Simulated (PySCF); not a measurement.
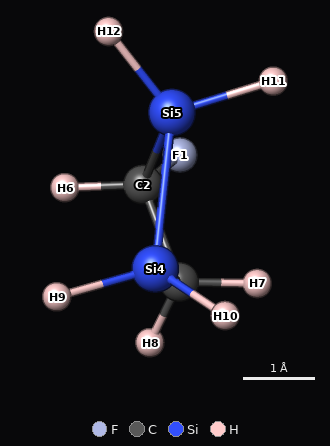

Figure 1. The input geometry of the first run (ball-and-stick view, seen at an oblique angle; atoms are numbered from 1 in the order of the input). Bond lengths as drawn: C–C 1.53 Å, C–F 1.38 Å, C–H 1.10 to 1.11 Å, C–Si 1.92 to 1.93 Å, H–Si 1.49 Å and Si–Si 2.34 Å.

## What a change does: NMR shielding calculation on C$_{2}$H$_{7}$FSi$_{2}$

System: C$_{2}$H$_{7}$FSi$_{2}$.
Method of the first run: GIAO PBE0/6-31G* NMR shielding, non-relativistic, gas phase (PySCF 2.14.0).

The geometry comes from this level: PBE0-D3(BJ)/def2-SVP. Text and figures count atoms from 1; the logs count them from 0 in places.

**The input, the first run**
```
{"job": {"kind": "nmr", "xc": "PBE0", "basis": "6-31G*", "pop": true}, "charge": 0, "multiplicity": 1}
F      0.318734    -2.158151    -1.042040
C      0.189252    -0.805465    -0.829222
C     -1.102091    -0.417541    -0.098763
Si    -0.523047     1.271020     0.601447
Si     1.467725     0.081178     0.319765
H      0.210672    -0.302353    -1.815798
H     -1.229117    -1.087263     0.770665
H     -2.016554    -0.478827    -0.708702
H     -0.724967     2.403526    -0.352233
H     -1.060982     1.636283     1.943815
H      1.789138    -0.771640     1.504342
H      2.721745     0.602776    -0.300299
```

The first line tells a small driver script what to run in PySCF; the rest is the geometry in Å.

Launched with:
```bash
OMP_NUM_THREADS=1 python <driver script> task.json out
```

Hardware: 1 CPU thread, shared host.

**Output (the first run)**
```
coarse grid: 10848 points
cycle   1  E = -758.7314267006  dE =  3.108e-01  |g| = 4.968e-01  |ddm| = 3.001e+00
cycle   2  E = -758.6987266457  dE =  3.270e-02  |g| = 6.718e-01  |ddm| = 9.571e-01
cycle   3  E = -758.7796204309  dE = -8.089e-02  |g| = 3.969e-02  |ddm| = 5.653e-01
cycle   4  E = -758.7797704457  dE = -1.500e-04  |g| = 2.767e-02  |ddm| = 5.584e-02
cycle   5  E = -758.7799622970  dE = -1.919e-04  |g| = 4.159e-03  |ddm| = 3.030e-02
cycle   6  E = -758.7799667035  dE = -4.406e-06  |g| = 8.567e-04  |ddm| = 5.519e-03
final grid: 95480 points
cycle   7  E = -758.7382196887  dE = -1.297e-05  |g| = 7.316e-03  |ddm| = 1.514e-02
cycle   8  E = -758.7382064465  dE =  1.324e-05  |g| = 1.078e-02  |ddm| = 1.509e-02
cycle   9  E = -758.7382320821  dE = -2.564e-05  |g| = 4.774e-04  |ddm| = 8.942e-03
cycle  10  E = -758.7382321379  dE = -5.580e-08  |g| = 1.588e-04  |ddm| = 6.950e-04
cycle  11  E = -758.7382321430  dE = -5.096e-09  |g| = 4.649e-05  |ddm| = 1.927e-04
cycle  12  E = -758.7382321436  dE = -5.919e-10  |g| = 1.031e-05  |ddm| = 6.714e-05
converged SCF energy = -758.7382321436

GIAO shielding tensors (ppm)
atom      isotropic    diamagn.    paramagn.     s11        s22        s33       span
  0 F      374.311     468.973     -94.662    304.911    376.721    441.300    136.389
  1 C      115.324     244.018    -128.694     73.850     94.893    177.228    103.377
  2 C      173.122     251.461     -78.339    152.199    171.893    195.275     43.076
  3 Si     474.702     882.049    -407.347    425.033    491.602    507.471     82.439
  4 Si     434.204     881.998    -447.794    382.381    430.376    489.856    107.475
  5 H       26.888      29.295      -2.406     23.852     27.894     28.919      5.068
  6 H       30.163      30.631      -0.468     27.837     28.352     34.300      6.463
  7 H       29.821      29.414       0.407     25.204     27.112     37.149     11.945
  8 H       28.021      29.484      -1.463     24.737     26.125     33.200      8.463
  9 H       27.886      29.112      -1.226     24.586     25.632     33.440      8.855
 10 H       27.259      29.590      -2.330     24.726     25.658     31.394      6.669
 11 H       27.333      28.900      -1.567     23.991     24.954     33.056      9.065
```

The second run used a changed input.

**The two runs side by side**

| quantity | the first run | the second run |
| --- | --- | --- |
| outcome | converged | converged |
| total energy (hartree) | −758.738232 | −758.874439 |
| HOMO (eV) | −7.44 | −7.59 |
| LUMO (eV) | 0.09 | −0.13 |
| dipole moment (D) | 1.34 | 1.50 |
| shielding of F1 (ppm) | 374.3 | 368.7 |
| shielding of C2 (ppm) | 115.3 | 101.2 |
| shielding of C3 (ppm) | 173.1 | 163.9 |
| shielding of Si4 (ppm) | 474.7 | 421.3 |
| shielding of Si5 (ppm) | 434.2 | 382.4 |
| shielding of H10 (ppm) | 27.9 | 27.2 |
| shielding of H12 (ppm) | 27.3 | 26.7 |
| SCF iterations | 12 | 13 |
| basis functions | 92 | 209 |
| wall time (shared host) | 7 s | 21 s |

What was changed in the input?

The change (lines with − go, lines with + come):
```diff
-"basis": "6-31G*"
+"basis": "def2-TZVP"
```

The total energy of the second run is 85.5 kcal/mol lower, which measures the change of basis and not a stability. The HOMO goes from −7.44 to −7.59 eV. The LUMO goes from 0.09 to −0.13 eV. The dipole moment goes from 1.34 to 1.50 D. Of all shieldings, the largest change is that of Si4, by −53.4 ppm. The SCF takes 13 iterations against 12. The basis functions go from 92 to 209.

**Output (the second run)**
```
coarse grid: 10848 points
cycle   1  E = -758.8304901277  dE =  2.947e-01  |g| = 4.954e-01  |ddm| = 2.550e+00
cycle   2  E = -758.7934662268  dE =  3.702e-02  |g| = 6.984e-01  |ddm| = 9.731e-01
cycle   3  E = -758.8747779570  dE = -8.131e-02  |g| = 5.583e-02  |ddm| = 6.435e-01
cycle   4  E = -758.8750764253  dE = -2.985e-04  |g| = 3.120e-02  |ddm| = 4.838e-02
cycle   5  E = -758.8752879412  dE = -2.115e-04  |g| = 7.140e-03  |ddm| = 2.425e-02
cycle   6  E = -758.8752997483  dE = -1.181e-05  |g| = 1.509e-03  |ddm| = 6.836e-03
cycle   7  E = -758.8753003211  dE = -5.728e-07  |g| = 3.339e-04  |ddm| = 1.426e-03
final grid: 95480 points
cycle   8  E = -758.8744314776  dE = -4.236e-05  |g| = 5.602e-03  |ddm| = 3.294e-02
cycle   9  E = -758.8744241961  dE =  7.281e-06  |g| = 7.930e-03  |ddm| = 8.739e-03
cycle  10  E = -758.8744386340  dE = -1.444e-05  |g| = 6.283e-04  |ddm| = 5.197e-03
cycle  11  E = -758.8744386930  dE = -5.904e-08  |g| = 2.849e-04  |ddm| = 6.746e-04
cycle  12  E = -758.8744387070  dE = -1.396e-08  |g| = 6.319e-05  |ddm| = 2.551e-04
cycle  13  E = -758.8744387079  dE = -9.247e-10  |g| = 1.449e-05  |ddm| = 7.470e-05
converged SCF energy = -758.8744387079

GIAO shielding tensors (ppm)
atom      isotropic    diamagn.    paramagn.     s11        s22        s33       span
  0 F      368.681     465.114     -96.433    300.132    367.171    438.738    138.606
  1 C      101.154     237.962    -136.807     56.294     78.636    168.533    112.240
  2 C      163.930     246.324     -82.394    141.659    162.676    187.454     45.795
  3 Si     421.321     879.422    -458.101    365.762    441.670    456.531     90.769
  4 Si     382.370     878.987    -496.617    331.032    377.135    438.943    107.911
  5 H       26.556      29.486      -2.929     23.687     27.028     28.953      5.266
  6 H       29.779      30.207      -0.428     27.666     27.980     33.690      6.024
  7 H       29.306      29.010       0.296     25.335     26.615     35.969     10.634
  8 H       27.404      29.208      -1.804     24.230     25.659     32.322      8.092
  9 H       27.200      28.873      -1.673     23.955     25.006     32.638      8.683
 10 H       26.805      29.370      -2.565     24.513     25.357     30.545      6.032
 11 H       26.655      28.895      -2.240     23.547     24.194     32.223      8.675
```
